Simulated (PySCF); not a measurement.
# C3H9Sb (trimethylantimony): levels of theory compared

We compute a comparison of 3 runs (HF/def2-SVPD, r2SCAN/STO-3G, TPSS/3-21G) of C3H9Sb (trimethylantimony). Input form: a Python script.

The results are computed with PySCF 2.14.0.

## (1) The structure to begin with

C3H9Sb has 13 atoms, charge 0, and is taken as a singlet. As SMILES, `[CH3][Sb]([CH3])[CH3]`. The shape comes from GFN2-xTB, which is rough for such elements, and wasn't checked as a minimum.

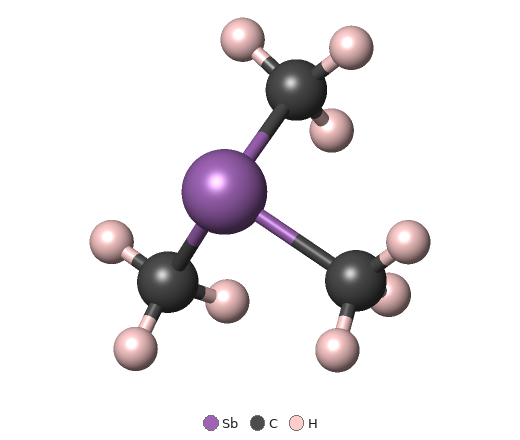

The structure, seen from a chosen angle (antimony purple, carbon dark grey, hydrogen pink).

## (2) Energy and forces at HF/def2-SVPD (core potential) (run 1)

run.py reads:

```python
from pyscf import gto, scf

system = gto.M(
    atom=[
    ('Sb', (0.012520, 0.004660, 1.225650)),
    ('C', (1.822590, -0.004210, 0.032840)),
    ('H', (2.451830, 0.833450, 0.310340)),
    ('H', (1.566310, 0.072930, -1.018260)),
    ('H', (2.370120, -0.924480, 0.203070)),
    ('C', (-0.908800, 1.575830, 0.048930)),
    ('H', (-0.802450, 1.353950, -1.007210)),
    ('H', (-0.436380, 2.527090, 0.265540)),
    ('H', (-1.961650, 1.644600, 0.295930)),
    ('C', (-0.910710, -1.571140, 0.058040)),
    ('H', (-1.980370, -1.576940, 0.233870)),
    ('H', (-0.502770, -2.532390, 0.347940)),
    ('H', (-0.720240, -1.403360, -0.996680)),
],
    verbose=4,
    spin=0,
    basis='def2-svpd',
    max_memory=1860,
    ecp={'Sb': 'def2-svp'},
)

myscf = scf.RHF(system)
myscf.conv_tol = 1e-10
myscf.kernel()
if not myscf.converged:
    myscf = myscf.newton().run(myscf.mo_coeff, myscf.mo_occ)

e_final = myscf.e_tot
print('E(%s) = %.9f' % ('HF', e_final))
grad = myscf.nuc_grad_method().kernel()
dip = myscf.dip_moment()
pop, q = myscf.mulliken_pop()
```

On the command line:

```bash
$ OMP_NUM_THREADS=1 python run.py
```

What it wrote:

```text
PySCF version 2.14.0

[... 69 lines left out ...]
converged SCF energy = -357.999111052148
[... 12 lines left out ...]
Dipole moment(X, Y, Z, Debye): -0.00197, -0.00201, -0.68342
[... 178 lines left out ...]
charge of   12H =      0.00593
```

Run time: 1.9 min. Hardware: 1 thread of Intel Xeon at 2.50GHz (Skylake/Cascade Lake), shared host; peak memory 0.81 GiB.

## (3) Energy and forces at r2SCAN/STO-3G (run 2)

mol.xyz reads:

```xyz
13

Sb     0.012520     0.004660     1.225650
C      1.822590    -0.004210     0.032840
H      2.451830     0.833450     0.310340
H      1.566310     0.072930    -1.018260
H      2.370120    -0.924480     0.203070
C     -0.908800     1.575830     0.048930
H     -0.802450     1.353950    -1.007210
H     -0.436380     2.527090     0.265540
H     -1.961650     1.644600     0.295930
C     -0.910710    -1.571140     0.058040
H     -1.980370    -1.576940     0.233870
H     -0.502770    -2.532390     0.347940
H     -0.720240    -1.403360    -0.996680
```

run.py reads:

```python
from pyscf import gto, dft

molecule = gto.M(
    atom='mol.xyz',
    basis='sto-3g',
    charge=0,
    verbose=4,
    max_memory=1860,
)

calc0 = dft.RKS(molecule, xc='r2scan')
calc0.grids.level = 5
calc0.conv_tol = 1e-10
calc0.kernel()
if not calc0.converged:
    calc0 = calc0.newton().run(calc0.mo_coeff, calc0.mo_occ)

e_tot = calc0.e_tot
print('Final energy', e_tot)
grad = calc0.nuc_grad_method().kernel()
dip = calc0.dip_moment()
pop, q = calc0.mulliken_pop()
```

On the command line:

```bash
$ OMP_NUM_THREADS=1 python run.py
```

What it wrote:

```text
PySCF version 2.14.0

[... 80 lines left out ...]
converged SCF energy = -6371.90246552232
Final energy -6371.902465522318
[... 12 lines left out ...]
Dipole moment(X, Y, Z, Debye): -0.00528, -0.00233, -0.82582
[... 65 lines left out ...]
charge of   12H =      0.07477
```

Wall time 51 s (1 thread of Intel Xeon at 2.50GHz (Skylake/Cascade Lake), shared host); peak memory 0.54 GiB.

## (4) Energy and gradient at TPSS/3-21G (run 3)

job.py reads:

```python
from pyscf import gto, dft

mol = gto.Mole()
mol.atom = [
    ('Sb', (0.012520, 0.004660, 1.225650)),
    ('C', (1.822590, -0.004210, 0.032840)),
    ('H', (2.451830, 0.833450, 0.310340)),
    ('H', (1.566310, 0.072930, -1.018260)),
    ('H', (2.370120, -0.924480, 0.203070)),
    ('C', (-0.908800, 1.575830, 0.048930)),
    ('H', (-0.802450, 1.353950, -1.007210)),
    ('H', (-0.436380, 2.527090, 0.265540)),
    ('H', (-1.961650, 1.644600, 0.295930)),
    ('C', (-0.910710, -1.571140, 0.058040)),
    ('H', (-1.980370, -1.576940, 0.233870)),
    ('H', (-0.502770, -2.532390, 0.347940)),
    ('H', (-0.720240, -1.403360, -0.996680)),
]
mol.spin = 0
mol.max_memory = 1860
mol.verbose = 4
mol.basis = '3-21g'
mol.build()

mf = dft.RKS(mol, xc='tpss')
mf.conv_tol = 1e-10
mf.grids.level = 5
mf.kernel()
if not mf.converged:
    mf = mf.newton().run(mf.mo_coeff, mf.mo_occ)

energy = mf.e_tot
print('E(%s) = %.9f' % ('TPSS', energy))
grad = mf.nuc_grad_method().kernel()
dip = mf.dip_moment()
pop, q = mf.mulliken_pop()
```

On the command line:

```bash
$ OMP_NUM_THREADS=1 python job.py
```

What it wrote:

```text
PySCF version 2.14.0

[... 82 lines left out ...]
converged SCF energy = -6407.04076142618
[... 13 lines left out ...]
Dipole moment(X, Y, Z, Debye): -0.00494, -0.00273, -0.86638
[... 90 lines left out ...]
charge of   12H =      0.20831
```

Run time: 87 s. Hardware: 1 thread of Intel Xeon at 2.50GHz (Skylake/Cascade Lake), shared host; peak memory 0.75 GiB.

## (5) Overview of the runs

```csv
run,level,core potential,integration grid,energy (Eh),dipole moment (D),HOMO energy (eV),LUMO energy (eV),wall time
1,HF/def2-SVPD (core potential),def2-svp,–,-357.999111,0.68,-8.64,2.59,1.9 min
2,r2SCAN/STO-3G,–,5,-6371.902466,0.83,-3.16,4.02,51 s
3,TPSS/3-21G,–,5,-6407.040761,0.87,-5.24,0.12,87 s
```

## (6) Outcome

| quantity | value |
| --- | --- |
| run 3: total energy | -6407.04076 Eh |
| run 3: dipole moment | 0.87 D |
| run 3: HOMO energy | -5.24 eV |
| run 3: LUMO energy | 0.12 eV |
| run 3: HOMO–LUMO gap | 5.36 eV |
| run 3: largest force on an atom | 0.816 eV/Å |

**Reading.** The dipole moment (its size) runs from 0.68 D (HF/def2-SVPD) to 0.87 D (TPSS/3-21G). The two ends differ in method and basis and core potential. The HOMO–LUMO gap runs from 5.36 eV (TPSS/3-21G) to 11.23 eV (HF/def2-SVPD). Totals of different functionals can't be ranked against each other. Some runs of one species differ in core potentials or relativity; totals across that change don't compare. In run 2 the basis is minimal, so the values are rough. In runs 2, 3 relativity is left out where basis or elements ask for it. All runs together took 4.2 min, the longest 1.9 min.
